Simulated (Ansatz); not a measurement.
The figure comes from a scan of ZnInGaO₄ (InGaZnO4 type, space group R3m): the cell is scaled evenly about its relaxed volume V₀. Computed with PBE (plane waves to 420 eV, PAW, scalar-relativistic; Ansatz, a quantum-chemistry and plane-wave program). k mesh 11×11×11 (Γ-centred), Fermi-Dirac smearing 0.05 eV. Energies are smeared free energies. ZnInGaO4 was relaxed with its symmetry unable to fall. ΔE is measured from the relaxed starting cell.

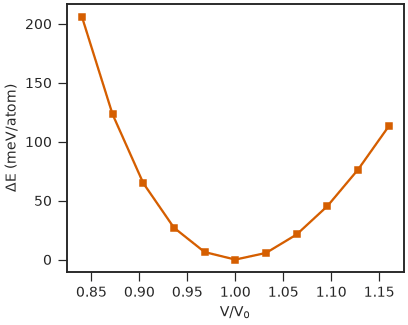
Figure: ΔE (meV/atom) against V/V₀; computed points joined by lines.

Q: List the plotted points as numbers.

A: To the nearest 5:

| V/V₀ | ΔE (meV/atom) |
|---|---|
| 0.840 | 205 |
| 0.872 | 125 |
| 0.904 | 65 |
| 0.936 | 25 |
| 0.968 | 5 |
| 1.000 | 0 |
| 1.032 | 5 |
| 1.064 | 20 |
| 1.096 | 45 |
| 1.128 | 75 |
| 1.160 | 115 |

(A scan under strain: stresses follow from slopes of the energy per volume, elastic moduli from its curvatures.)
